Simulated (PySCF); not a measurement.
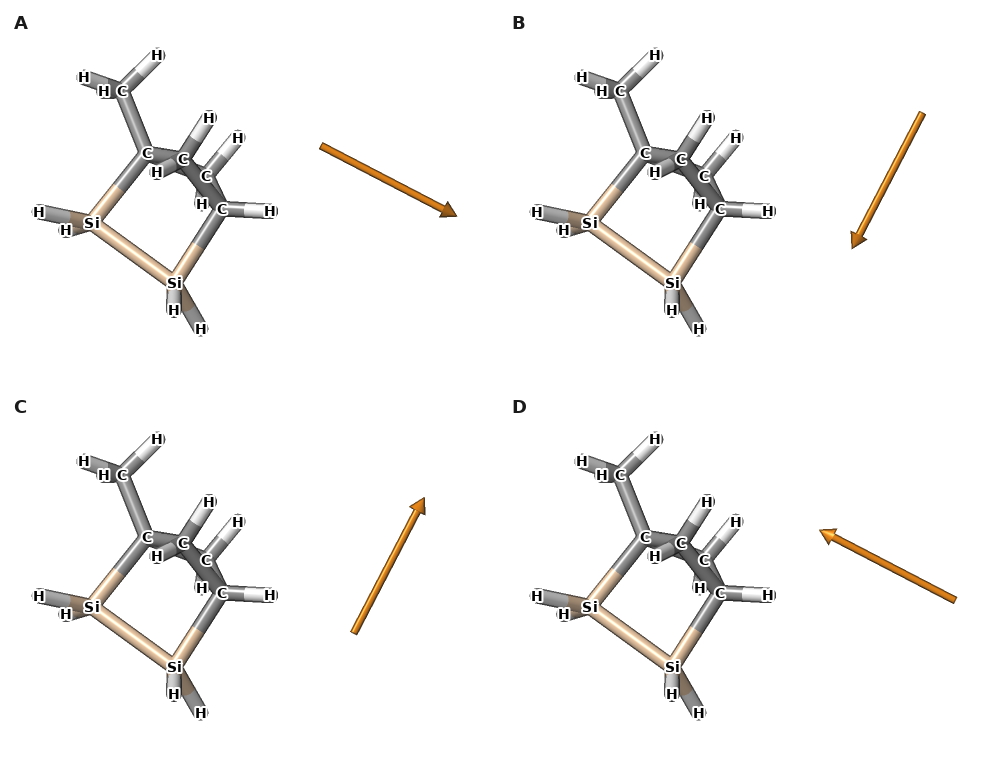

The same molecule four times, each with an arrow. The computed structure is the end point of a GFN2-xTB optimisation. No frequency run is at hand to confirm it as a minimum. Level of theory: PBE0/pcSseg-1, gas phase (PySCF 2.14.0).

**Which arrow points along the dipole moment, from the negative to the positive end?**

C. The dipole moment is 0.62 D.

The geometry is semi-empirical. Around Si such bond lengths and angles can be off by a tenth of an ångström or more and by several degrees, and values that hang on the shape move with them.
